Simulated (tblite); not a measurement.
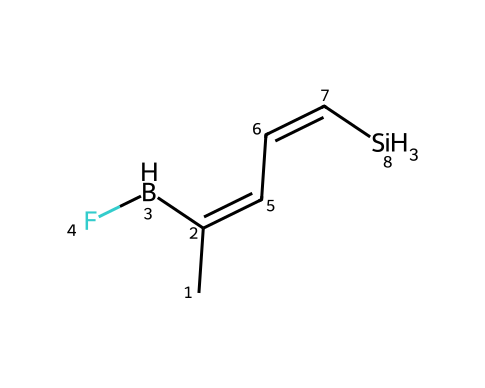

Skeletal drawing with numbered atoms; wedges and dashes mark any stereocentres. The configuration is that of a computed structure (GFN2-xTB).

Q: What are the Cahn–Ingold–Prelog descriptors?

A: C2=C5: E; C6=C7: Z.

Q: Give a SMILES with the stereochemistry.

A: C/C(BF)=C/C=C\[SiH3]
